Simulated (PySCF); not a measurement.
**Run report: AlH2Cl, excited-state calculation**

AlH2Cl, computed with TDDFT (CAM-QTP01)/STO-6G, RKS (PySCF 2.14.0).

The geometry was optimised with TPSSh/BFD-VDZ.

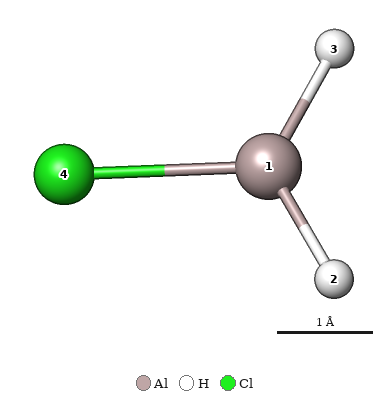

The structure (ball-and-stick view, seen at a tilt; atoms are numbered from 1 in the order of the input). Sticks mark near contacts.

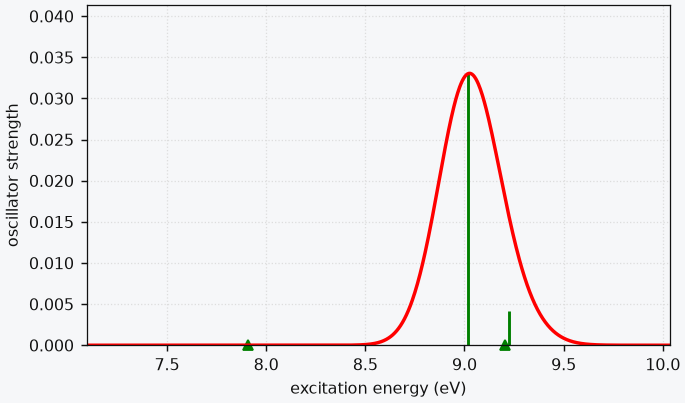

Computed excitations as sticks (degenerate states added up, dark ones marked on the axis), with a Gaussian envelope of 0.35 eV full width at half maximum, scaled to the tallest. Of the 4 states the lowest lies at 7.91 eV (f = 0.000); the strongest line is at 9.02 eV, or 138 nm (f = 0.033).

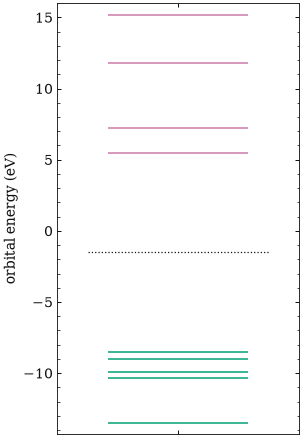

Orbital energies near the frontier; the dotted line parts filled from empty levels, and levels within 0.02 eV of each other stand side by side. Highest filled −8.48 eV, lowest empty 5.47 eV, 13.95 eV apart.

The input that produced these results follows, with the program's output.

The input (calc.py)
```python
from pyscf import gto, dft, tdscf

molecule = gto.M(
    atom=[
    ('Al', (0.118836, 0.113562, 0.021652)),
    ('H', (1.687566, -0.075479, 0.099883)),
    ('H', (-0.699036, 1.467453, 0.000499)),
    ('Cl', (-1.047473, -1.698389, -0.063917)),
],
    basis='sto-6g',
    max_memory=1860,
    verbose=4,
)

mf = dft.RKS(molecule)
mf.xc = 'hyb_gga_xc_cam_qtp_01'
mf = mf.density_fit(auxbasis='cc-pvtz-jkfit')
mf.kernel()

e_final = mf.e_tot
print(f'total energy: {e_final:.8f} hartree')

td = tdscf.TDDFT(mf)
td.nstates = 4
td.kernel()
td.analyze()
roots = td.e * 27.211386
osc = td.oscillator_strength()
print('state   eV      nm      f')
for i, (w, f) in enumerate(zip(roots, osc), 1):
    print('%3d %9.4f %8.1f %9.5f' % (i, w, 1239.842 / w, f))
```

Launch command:
```bash
OMP_NUM_THREADS=1 python calc.py
```

Log
```
PySCF version 2.14.0

[INPUT] num. atoms = 4
[INPUT] num. electrons = 32
[INPUT] charge = 0
[INPUT] spin (= nelec alpha-beta = 2S) = 0
[INPUT] symmetry False subgroup None
[INPUT] Mole.unit = angstrom
[INPUT] Symbol           X                Y                Z      unit          X                Y                Z       unit  Magmom
[INPUT]  1 Al     0.118836000000   0.113562000000   0.021652000000 AA    0.224567493739   0.214601078158   0.040916350049 Bohr   0.0
[INPUT]  2 H      1.687566000000  -0.075479000000   0.099883000000 AA    3.189037557128  -0.142634638156   0.188751514500 Bohr   0.0
[INPUT]  3 H     -0.699036000000   1.467453000000   0.000499000000 AA   -1.320986591211   2.773084270671   0.000942973336 Bohr   0.0
[INPUT]  4 Cl    -1.047473000000  -1.698389000000  -0.063917000000 AA   -1.979437092877  -3.209490062974  -0.120785624704 Bohr   0.0

nuclear repulsion = 68.761148437514
number of shells = 12
number of NR pGTOs = 120
number of NR cGTOs = 20
basis = sto-6g
ecp = {}

******** <class 'pyscf.df.df_jk.DFRKS'> ********
method = DFRKS
initial guess = minao
damping factor = 0
level_shift factor = 0
DIIS = <class 'pyscf.scf.diis.CDIIS'>
diis_start_cycle = 1
diis_space = 8
diis_damp = 0
SCF conv_tol = 1e-09
SCF conv_tol_grad = None
SCF max_cycles = 50
direct_scf = False
XC library pyscf.dft.libxc version 7.0.0
    S. Lehtola, C. Steigemann, M. J.T. Oliveira, and M. A.L. Marques.,  SoftwareX 7, 1–5 (2018)
XC functionals = hyb_gga_xc_cam_qtp_01
radial grids:
    Treutler-Ahlrichs [JCP 102, 346 (1995); DOI:10.1063/1.469408] (M4) radial grids

becke partition: Becke, JCP 88, 2547 (1988); DOI:10.1063/1.454033
pruning grids: <function nwchem_prune>
grids dens level: 3
symmetrized grids: False
atomic radii adjust function: <function treutler_atomic_radii_adjust>
small_rho_cutoff = 0
Set gradient conv threshold to 3.16228e-05
Initial guess from minao.
tot grids = 57680
******** <class 'pyscf.df.df.DF'> ********
auxbasis = cc-pvtz-jkfit
Create RSH-DF object <pyscf.df.df.DF object> for omega=0.31
******** <class 'pyscf.df.df.DF'> ********
auxbasis = auxmol.basis = cc-pvtz-jkfit
init E= -700.596603359059
  HOMO = -0.345371496202029  LUMO = 0.112752072752041  gap/eV = 12.46618
cycle= 1 E= -701.179272780872  delta_E= -0.583  |g|= 0.259  |ddm|= 1.93
  HOMO = -0.268468216998213  LUMO = 0.151343073867005  gap/eV = 11.42365
cycle= 2 E= -701.215985651917  delta_E= -0.0367  |g|= 0.0736  |ddm|= 0.705
  HOMO = -0.306984354991234  LUMO = 0.200248396498823  gap/eV = 13.80251
cycle= 3 E= -701.217759134381  delta_E= -0.00177  |g|= 0.0102  |ddm|= 0.115
  HOMO = -0.312436244647653  LUMO = 0.201321076816312  gap/eV = 13.98005
cycle= 4 E= -701.217838583635  delta_E= -7.94e-05  |g|= 0.00156  |ddm|= 0.0285
  HOMO = -0.311698799333586  LUMO = 0.200880164624618  gap/eV = 13.94798
cycle= 5 E= -701.217840759841  delta_E= -2.18e-06  |g|= 0.000139  |ddm|= 0.00547
  HOMO = -0.311655608962888  LUMO = 0.200871100451438  gap/eV = 13.94656
cycle= 6 E= -701.217840785117  delta_E= -2.53e-08  |g|= 3.48e-05  |ddm|= 0.000533
  HOMO = -0.311657668239639  LUMO = 0.200870455480616  gap/eV = 13.94660
cycle= 7 E= -701.21784078685  delta_E= -1.73e-09  |g|= 1.57e-06  |ddm|= 0.000178
  HOMO = -0.31165705875282  LUMO = 0.200871064323765  gap/eV = 13.94660
cycle= 8 E= -701.217840786852  delta_E= -2.16e-12  |g|= 1.33e-07  |ddm|= 5.13e-06
  HOMO = -0.311657134036222  LUMO = 0.200871020931038  gap/eV = 13.94660
Extra cycle  E= -701.217840786852  delta_E=    0  |g|= 3.28e-08  |ddm|= 3.36e-07
converged SCF energy = -701.217840786852
total energy: -701.21784079 hartree

******** <class 'pyscf.tdscf.rks.TDDFT'> for <class 'pyscf.df.df_jk.DFRKS'> ********
nstates = 4 singlet
deg_eia_thresh = 1.000e-03
wfnsym = None
conv_tol = 1e-05
eigh lindep = 1e-12
eigh level_shift = 0
eigh max_cycle = 100

Excitation energies (eV)
[7.90632233 9.01536992 9.20663085 9.22365992]

** Singlet excitation energies and oscillator strengths **
      13 -> 17       -0.23251
      16 -> 17       -0.66782
      14 -> 18        0.16254
      15 -> 17       -0.68455
      13 -> 17       -0.66731
      16 -> 17        0.23230
      14 -> 17       -0.70233

** Transition electric dipole moments (AU) **
state          X           Y           Z        Dip. S.      Osc.
  1         0.0008     -0.0005      0.0003      0.0000      0.0000
  2        -0.2093     -0.3250     -0.0146      0.1496      0.0330
  3        -0.0000     -0.0001      0.0051      0.0000      0.0000
  4        -0.0051      0.0008      0.1352      0.0183      0.0041

** Transition velocity dipole moments (imaginary part, AU) **
state          X           Y           Z        Dip. S.      Osc.
  1         0.0003     -0.0002      0.0001      0.0000      0.0000
  2        -0.0003     -0.0005      0.0002      0.0000      0.0000
  3        -0.0001      0.0000      0.0015      0.0000      0.0000
  4        -0.0018     -0.0002      0.0407      0.0017      0.0033

** Transition magnetic dipole moments (imaginary part, AU) **
state          X           Y           Z
  1         0.4866      0.7572      0.0369
  2        -0.0054      0.0035     -0.0002
  3         0.3366      0.6064      0.0253
  4        -1.0391      0.6397     -0.0437
state   eV      nm      f
  1    7.9063    156.8   0.00000
  2    9.0154    137.5   0.03305
  3    9.2066    134.7   0.00001
  4    9.2237    134.4   0.00414
```

Summary

```csv
quantity,value
outcome,converged
total energy,−701.217841 hartree
basis functions,20
HOMO,−8.48 eV
LUMO,5.47 eV
dipole moment,3.27 D
lowest excitation,7.91 eV
hardware,"1 thread of Intel Xeon @ 2.50GHz (Skylake/Cascade Lake), 189 GiB of memory available, shared host"
wall time,11 s
peak memory,0.23 GiB
```
